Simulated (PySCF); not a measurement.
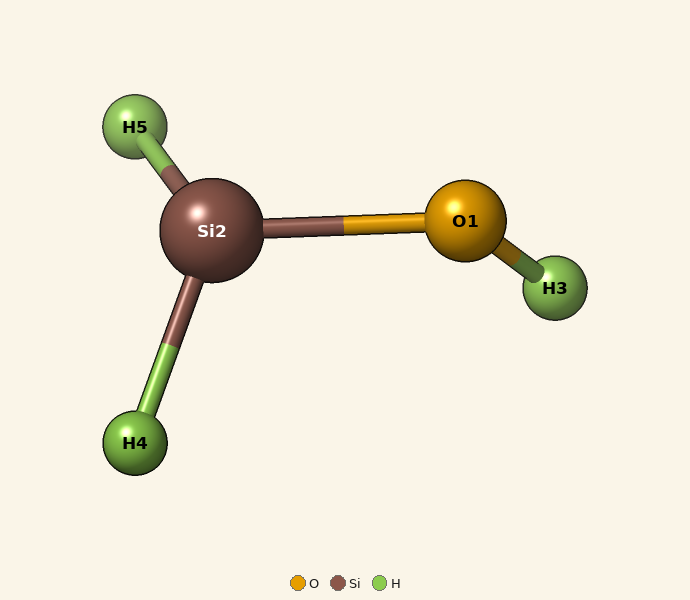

State: neutral, doublet. The computed structure is the end point of a GFN2-xTB optimisation. No frequency run is at hand to confirm it as a minimum. Method: UKS B3LYP, pcH-1 on H O Si, non-relativistic (PySCF 2.14.0). Fermi-contact and spin-dipolar terms alone, no spin-orbit part.

> Which nucleus has the largest dipolar (anisotropic) hyperfine coupling?

29Si at Si2: principal values −167.2, 83.6, 83.6 MHz.

List the isotropic and dipolar parts for the most strongly coupled nuclei, one of each equivalent set.

```
atom  isotope  a_iso (MHz)  dipolar part (MHz)
 Si2     29Si       −613.7  −167.2, 83.6, 83.6
  O1      17O        −81.6     −10.7, 4.9, 5.8
  H4       1H         75.6      −9.5, 1.0, 8.5
  H3       1H         67.3     −4.5, −3.7, 8.2
```

The geometry is semi-empirical. Around Si such bond lengths and angles can be off by a tenth of an ångström or more and by several degrees, and values that hang on the shape move with them.
